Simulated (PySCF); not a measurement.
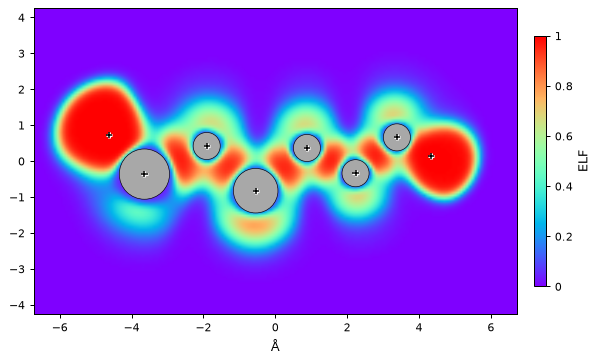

The ELF on a plane through atoms (crosses mark nuclei in the plane; grey discs cover the cores).

Method: PBE0/pcSseg-1, SCF density, gas phase, non-relativistic (PySCF).

Candidates:
A. C8H14P (charge +1)
B. C5H5N3 (SMILES C=Cc1cncnn1)
C. C5H15PSi (SMILES CCCP(C)C[SiH3])

> Which candidate gave the map?

Candidate C: C5H15PSi on the plane of atoms C6, Si7 and H20, which holds C, P, Si and H. C–C (1.52 Å): the ELF peaks at about 0.95 between the atoms (localised, covalent bonding). C–P (1.87 Å): the ELF peaks at about 0.95 between the atoms: a covalent bond.
